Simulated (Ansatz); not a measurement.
SrLi3Y3Al9: several calculations on one system

## 1. Relaxation

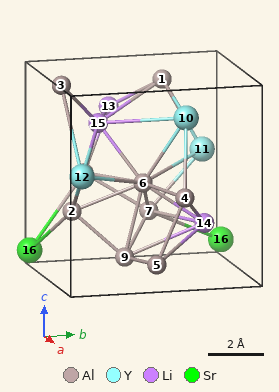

This is the input geometry for a relaxation of an amorphous cell of composition SrLi3Y3Al9 (coarse preliminary run). The picture is a ball-and-stick view of the cell of the calculation, reduced to other axes, seen slightly off an axis. Lengths and directions refer to the drawn axes.

Case: the quenched liquid.

Computed with DFT PBE, scalar-relativistic, plane waves, PAW (Ansatz).

The input:
```yaml
crystal:
  lattice:
    - [7.218358, 0.011496, 0.048965]
    - [0.011496, 7.161707, 0.003983]
    - [0.048965, 0.003983, 7.506376]
  atoms:
    - { symbol: Al, position: [0.3553127394, 0.7086861852, 0.070755299] }
    - { symbol: Al, position: [0.8638121527, 0.5490708429, 0.6734223417] }
    - { symbol: Al, position: [0.9556635148, 0.3973631112, 0.0164510395] }
    - { symbol: Al, position: [0.3865229925, 0.0752202606, 0.5524006831] }
    - { symbol: Al, position: [0.5323641821, 0.0771984356, 0.8778249528] }
    - { symbol: Al, position: [0.5159416962, 0.4523189539, 0.5349296931] }
    - { symbol: Al, position: [0.4148751057, 0.7507985144, 0.7289130118] }
    - { symbol: Al, position: [0.7252321882, 0.8683284634, 0.5446368042] }
    - { symbol: Al, position: [0.6113461066, 0.453702066, 0.8988249694] }
    - { symbol: "Y", position: [0.3216970648, 0.3199113104, 0.1995653819] }
    - { symbol: "Y", position: [0.1424386388, 0.7229875476, 0.4329298102] }
    - { symbol: "Y", position: [0.8906712897, 0.2159617824, 0.4435844604] }
    - { symbol: Li, position: [0.5728805878, 0.9704396124, 0.2395188716] }
    - { symbol: Li, position: [0.2129552931, 0.3771160017, 0.737452106] }
    - { symbol: Li, position: [0.709456146, 0.6237799581, 0.2559541555] }
    - { symbol: Sr, position: [0.9952098937, 0.9300422257, 0.9256853176] }
  symmetry: { detect: false }
basis:
  ecutwfc: 420
kpoints:
  mp_grid: { grid: [2, 2, 2], shift: [0.5, 0.5, 0.5] }
hamiltonian:
  xc: pbe
scf:
  occupations: { method: gaussian, width: 0.1 }
  lower_state_search: "off"
output:
  forces: true
  stress: true
  eigenvalues: true
relax:
  adjacent_minimum: "off"
  f_tol: 0.04
  max_steps: 70
  cell: { stress_tol: 0.3 }
```

Launched with:
```bash
ansatz run input.yaml --threads 2 --pin off --max-ram 5120MiB --backend cpu --events-out ev --progress --plain --runs-dir out
```

Q: What does the optimiser find from here?

A: After 23 accepted moves (25 points after the start) the energy has fallen by 145 meV per atom. The largest force component goes from 0.64 to 0.032 eV/Å. Pressure: −1.64 GPa at the start and 0.04 GPa at the end. The line search rejected the trial step at point 22 of the run. At 1 point the geometry stayed and the basis and grid were re-selected for the new cell (energy shift of 0.4 meV per atom at most each time). The largest move relative to the cell is that of Li13, 1.52 Å along [1 0 −3]. Largest moves by element: Li 1.52 Å, Al 1.44 Å, Y 0.85 Å, Sr 0.53 Å. Cell: a 7.162 → 6.494 Å (−9.3 %), b 7.219 → 6.723 Å (−6.9 %), c 7.507 → 8.087 Å (+7.7 %), α 89.2° → 79.4°, β 89.9° → 91.4°, γ 89.8° → 90.7°. Volume −10.6 %. Some distances before and after: Al5–Li13 2.838 → 5.355 Å, Al2–Al4 5.139 → 2.681 Å, Al2–Al6 2.819 → 4.874 Å, Al2–Al6 (another image) 4.855 → 2.972 Å. New bonds form: Al3–Y11 (4.14 → 3.14 Å). Bonds break: Al8–Y12 (2.86 → 4.33 Å). Among the angles between lasting bonds that change: Al2–Al8–Al7 82.0° → 155.1°, Y10–Li13–Li15 165.4° → 95.2°, Al8–Li13–Y10 123.5° → 175.6°.

Step by step:

```json
{"step": "0", "E − E(0), meV/atom": "0.00", "largest force component, eV/Å": "0.6388", "pressure, GPa": "-1.64", "volume, Å³/atom": "24.252", "note": ""}
{"step": "1", "E − E(0), meV/atom": "-41.75", "largest force component, eV/Å": "0.2443", "pressure, GPa": "0.32", "volume, Å³/atom": "22.783", "note": ""}
{"step": "2", "E − E(0), meV/atom": "-59.79", "largest force component, eV/Å": "0.2849", "pressure, GPa": "0.26", "volume, Å³/atom": "22.630", "note": ""}
{"step": "3", "E − E(0), meV/atom": "-71.92", "largest force component, eV/Å": "0.1506", "pressure, GPa": "-0.01", "volume, Å³/atom": "22.578", "note": ""}
{"step": "4", "E − E(0), meV/atom": "-77.92", "largest force component, eV/Å": "0.2732", "pressure, GPa": "0.15", "volume, Å³/atom": "22.319", "note": ""}
{"step": "5", "E − E(0), meV/atom": "-84.17", "largest force component, eV/Å": "0.1978", "pressure, GPa": "-0.02", "volume, Å³/atom": "22.194", "note": ""}
{"step": "6", "E − E(0), meV/atom": "-87.91", "largest force component, eV/Å": "0.1871", "pressure, GPa": "-0.02", "volume, Å³/atom": "22.066", "note": ""}
{"step": "7", "E − E(0), meV/atom": "-89.53", "largest force component, eV/Å": "0.1293", "pressure, GPa": "0.17", "volume, Å³/atom": "21.921", "note": ""}
{"step": "8", "E − E(0), meV/atom": "-90.36", "largest force component, eV/Å": "0.0795", "pressure, GPa": "-0.03", "volume, Å³/atom": "22.021", "note": ""}
{"step": "9", "E − E(0), meV/atom": "-91.97", "largest force component, eV/Å": "0.0671", "pressure, GPa": "-0.05", "volume, Å³/atom": "21.954", "note": ""}
{"step": "10", "E − E(0), meV/atom": "-93.45", "largest force component, eV/Å": "0.0882", "pressure, GPa": "0.01", "volume, Å³/atom": "21.906", "note": ""}
{"step": "11", "E − E(0), meV/atom": "-94.70", "largest force component, eV/Å": "0.0826", "pressure, GPa": "0.01", "volume, Å³/atom": "21.846", "note": ""}
{"step": "12", "E − E(0), meV/atom": "-95.42", "largest force component, eV/Å": "0.1250", "pressure, GPa": "0.01", "volume, Å³/atom": "21.790", "note": ""}
{"step": "13", "E − E(0), meV/atom": "-96.47", "largest force component, eV/Å": "0.1538", "pressure, GPa": "0.00", "volume, Å³/atom": "21.726", "note": ""}
{"step": "14", "E − E(0), meV/atom": "-99.65", "largest force component, eV/Å": "0.2124", "pressure, GPa": "-0.16", "volume, Å³/atom": "21.679", "note": ""}
{"step": "15", "E − E(0), meV/atom": "-105.62", "largest force component, eV/Å": "0.1840", "pressure, GPa": "-0.15", "volume, Å³/atom": "21.550", "note": ""}
{"step": "16", "E − E(0), meV/atom": "-113.88", "largest force component, eV/Å": "0.2237", "pressure, GPa": "0.07", "volume, Å³/atom": "21.397", "note": ""}
{"step": "17", "E − E(0), meV/atom": "-121.03", "largest force component, eV/Å": "0.1852", "pressure, GPa": "0.32", "volume, Å³/atom": "21.300", "note": ""}
{"step": "18", "E − E(0), meV/atom": "-129.60", "largest force component, eV/Å": "0.1445", "pressure, GPa": "0.45", "volume, Å³/atom": "21.382", "note": ""}
{"step": "19", "E − E(0), meV/atom": "-134.31", "largest force component, eV/Å": "0.3571", "pressure, GPa": "0.08", "volume, Å³/atom": "21.612", "note": ""}
{"step": "20", "E − E(0), meV/atom": "-135.79", "largest force component, eV/Å": "0.3535", "pressure, GPa": "-0.14", "volume, Å³/atom": "21.833", "note": ""}
{"step": "21", "E − E(0), meV/atom": "-142.71", "largest force component, eV/Å": "0.1303", "pressure, GPa": "0.01", "volume, Å³/atom": "21.688", "note": ""}
{"step": "22", "E − E(0), meV/atom": "-141.31", "largest force component, eV/Å": "0.1786", "pressure, GPa": "-0.03", "volume, Å³/atom": "21.760", "note": "rejected"}
{"step": "23", "E − E(0), meV/atom": "-144.01", "largest force component, eV/Å": "0.0352", "pressure, GPa": "-0.02", "volume, Å³/atom": "21.701", "note": ""}
{"step": "24", "E − E(0), meV/atom": "-144.15", "largest force component, eV/Å": "0.0323", "pressure, GPa": "0.02", "volume, Å³/atom": "21.686", "note": ""}
{"step": "25", "E − E(0), meV/atom": "-144.59", "largest force component, eV/Å": "0.0322", "pressure, GPa": "0.04", "volume, Å³/atom": "21.686", "note": "same geometry, new basis"}
```

Final geometry:

```
CELL_PARAMETERS angstrom
6.68998 -0.03836 0.66928
-0.03681 6.49351 -0.08366
0.68683 -0.08991 8.05721
ATOMIC_POSITIONS crystal
Al 0.40154 0.74618 0.01348
Al 0.03069 0.47191 0.69823
Al 0.04162 0.48442 0.05764
Al 0.23631 0.14108 0.55837
Al 0.54800 0.05701 0.77370
Al 0.41961 0.49329 0.45524
Al 0.29097 0.77787 0.69005
Al 0.69785 0.68529 0.64293
Al 0.69897 0.43919 0.92128
Y 0.38020 0.20875 0.15978
Y 0.08480 0.76920 0.36827
Y 0.83797 0.28007 0.41710
Li 0.55075 0.90459 0.42107
Li 0.36528 0.40692 0.80105
Li 0.67825 0.63801 0.20554
Sr 0.94358 0.98914 0.94911
```

After the run, drawn alike:

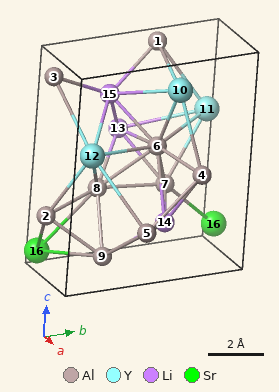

Limits of the set-up: the k-point mesh is coarse for a cell with partly filled bands; the periodic images lie only 7.2 Å apart, so the values are limited by the cell's size.

## 2. Dynamics

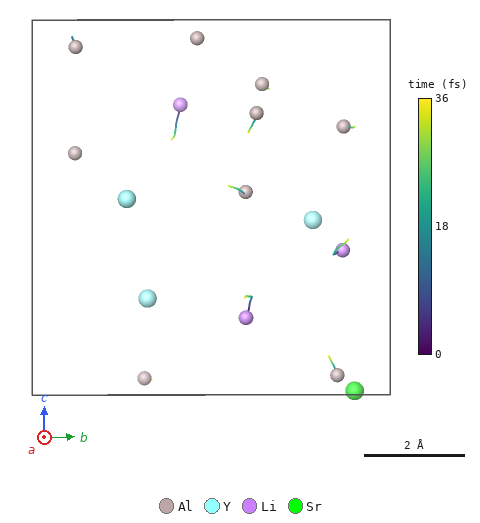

First-principles dynamics of an amorphous cell of composition SrLi₃Y₃Al₉ (16 atoms in the cell), 36 fs long. Lines trace each atom's path, coloured by time; spheres stand at the starting positions. Seen along the a axis in the simulation cell.

Method: DFT PBE, scalar-relativistic, plane waves, PAW in Ansatz 0.2.0. Run with plane-wave cutoff 320 eV; k-point mesh 1 × 1 × 1; Fermi-Dirac smearing 0.127 eV; volume 1.05 times that of the relaxed crystal; set temperature 1470 K; time step 1.5 fs.

Describe the motion.

Answer. Root-mean-square distances from the starting positions over the second half, with the common drift of all atoms taken out: Li 0.50 Å, Al 0.26 Å, Sr 0.11 Å, Y 0.07 Å. The run lasts only 36 fs, too short to tell vibration from diffusion.

Limits of the set-up: the k-point mesh is coarse for a cell with partly filled bands; the cutoff lies below the recommended one; the periodic images lie only 7.2 Å apart, so the values are limited by the cell's size.

The run took 24 s on 2 threads of Arm Neoverse V1, with other jobs on the host, peak memory 0.41 GiB.

## 3. Dynamics

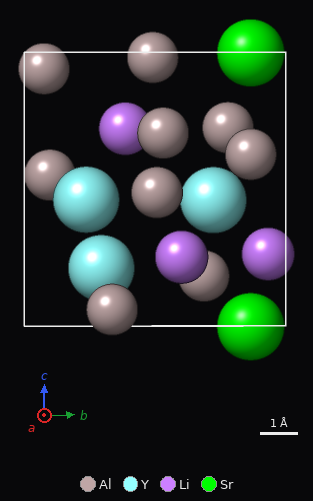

Starting frame of a dynamics run of an amorphous cell of composition SrLi$_{3}$Y$_{3}$Al$_{9}$ (16 atoms in the cell). It starts from the last geometry of an earlier run, with fresh velocities. The picture is a spheres-only view of the simulation cell, seen along the a axis.

The calculation used DFT PBE, scalar-relativistic, plane waves, PAW in Ansatz 0.2.0.

Input
```yaml
crystal:
  lattice:
    - [7.218358, 0.011496, 0.048965]
    - [0.011496, 7.161707, 0.003983]
    - [0.048965, 0.003983, 7.506376]
  atoms:
    - { symbol: Al, position: [0.445786194, 0.6866349305, 0.182408324] }
    - { symbol: Al, position: [0.8934316813, 0.5311829969, 0.7046314906] }
    - { symbol: Al, position: [0.9827915989, 0.3359911408, 0.059945597] }
    - { symbol: Al, position: [0.3738809636, 0.0977116263, 0.5515463691] }
    - { symbol: Al, position: [0.5964711751, 0.0750625944, 0.9397805546] }
    - { symbol: Al, position: [0.5292038, 0.5073845682, 0.4873366636] }
    - { symbol: Al, position: [0.4132305073, 0.7793559976, 0.7240718932] }
    - { symbol: Al, position: [0.7636237919, 0.8666000926, 0.6264647499] }
    - { symbol: Al, position: [0.6548346107, 0.491197325, 0.9806211898] }
    - { symbol: "Y", position: [0.3411117734, 0.2945796769, 0.2116549055] }
    - { symbol: "Y", position: [0.1361615036, 0.7232743994, 0.4594345117] }
    - { symbol: "Y", position: [0.9524698429, 0.2366280179, 0.4615517984] }
    - { symbol: Li, position: [0.6721659515, 0.9329419668, 0.2623018703] }
    - { symbol: Li, position: [0.2899482202, 0.3863178456, 0.7205909505] }
    - { symbol: Li, position: [0.8297812232, 0.6014556197, 0.2518351994] }
    - { symbol: Sr, position: [0.0670036426, 0.8663931884, 0.9970172615] }
  symmetry: { detect: false }
basis:
  ecutwfc: 420
  xc_grid: 1
kpoints:
  mp_grid: { grid: [1, 1, 1], shift: [0.25, 0.25, 0.25] }
hamiltonian:
  xc: pbe
scf:
  occupations: { method: fermi_dirac, width: 0.0508 }
  lower_state_search: "off"
  convergence: { dr2_threshold: 1.0e-05 }
output:
  forces: true
  stress: true
md:
  timestep: 1.5
  n_steps: 250
  ensemble: nvt_langevin
  friction: 0.03
  temperature: 590.0
  initial_velocities: maxwell_boltzmann
  seed: 35573
```

Launched with:
```bash
ansatz run input.yaml --threads 2 --pin off --max-ram 5120MiB --backend cpu --events-out ev --progress --plain --runs-dir out
```

> What does the trajectory do?

The mean temperature in the second half is 572 K (standard deviation 127 K). The potential energy in the second half lies on average 66.0 meV per atom below the first frame. The mean pressure there is −1.3 GPa. Root-mean-square distances from the starting positions over the second half, with the common drift of all atoms taken out: Li 0.60 Å, Al 0.46 Å, Sr 0.41 Å, Y 0.25 Å. Against the typical shortest distance between atoms in the first frame, about 2.6 Å these are large excursions, but over 375 fs one can't yet tell strong vibration from the start of diffusion.

Along the run (each row but the first and the last is the mean over the interval that it begins):

| time (fs) | potential energy (meV/atom) | T (K) | p (GPa) |
| --- | --- | --- | --- |
| 0.0 | 0.0 | 553 | -0.3 |
| 46.5 | -47.1 | 676 | -1.5 |
| 93.0 | -76.4 | 569 | -1.6 |
| 139.5 | -71.3 | 578 | -1.4 |
| 186.0 | -76.1 | 488 | -1.2 |
| 232.5 | -64.2 | 664 | -1.1 |
| 279.0 | -59.9 | 633 | -1.4 |
| 325.5 | -64.2 | 515 | -1.5 |
| 372.0 | -70.8 | 503 | -1.2 |

The paths of the atoms:

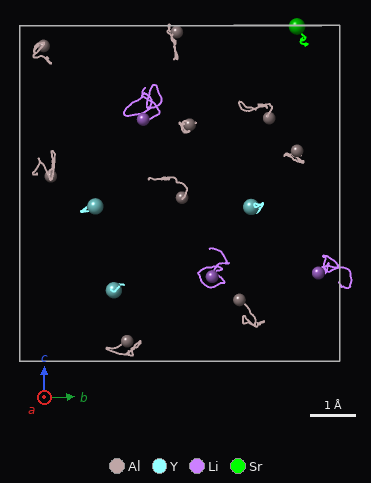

Limits of the set-up: the k-point mesh is coarse for a cell with partly filled bands; the periodic images lie only 7.2 Å apart, so the values are limited by the cell's size.

The run took 5.4 min on 2 threads of Arm Neoverse V1, on a shared host, peak memory 0.48 GiB.
